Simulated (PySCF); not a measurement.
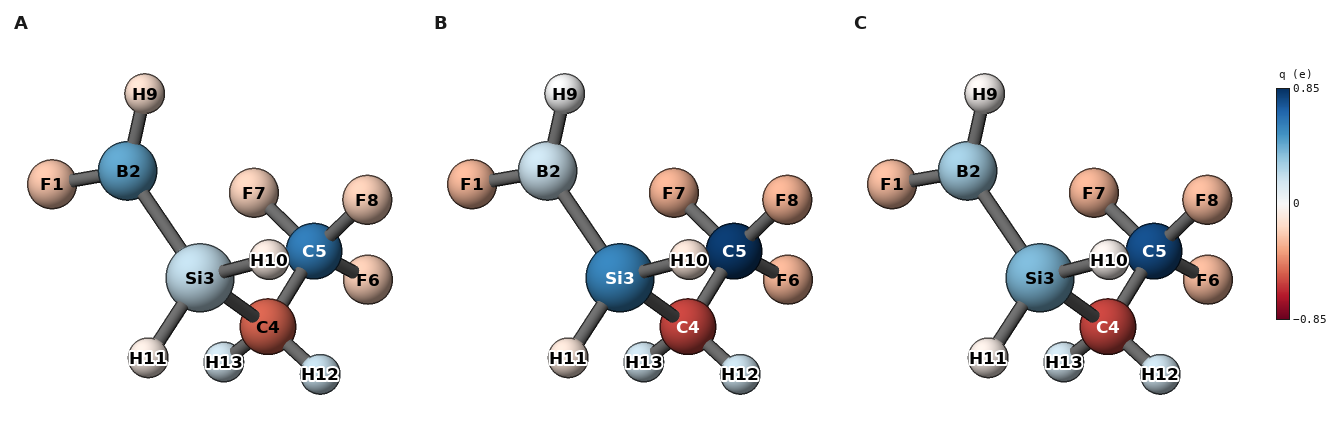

Atomic charges of one calculation by 3 schemes, on one colour scale. Computed geometry: GFN2-xTB optimisation. No frequency run is at hand to confirm it as a minimum. Level of theory: PBE0/pcSseg-1 (PySCF 2.14.0).

Question: The schemes are ESP-fitted, IAO, Mulliken. Which panel shows which?

Answer: A ESP-fitted, B IAO, C Mulliken.

List the charges (e), one line for each set of equivalent atoms.

```tsv
atom	ESP-fitted	IAO	Mulliken
F1	−0.24	−0.28	−0.27
B2	0.44	0.18	0.29
Si3	0.21	0.56	0.38
C4	−0.49	−0.57	−0.57
C5	0.59	0.81	0.75
F6	−0.21	−0.28	−0.27
F7	−0.19	−0.29	−0.28
F8	−0.20	−0.29	−0.27
H9	−0.14	0.00	−0.02
H10	−0.08	−0.10	−0.04
H11	−0.07	−0.10	−0.05
H12	0.19	0.18	0.17
H13	0.17	0.18	0.17
```

The geometry is semi-empirical. Around B, Si such bond lengths and angles can be off by a tenth of an ångström or more and by several degrees, and values that hang on the shape move with them.
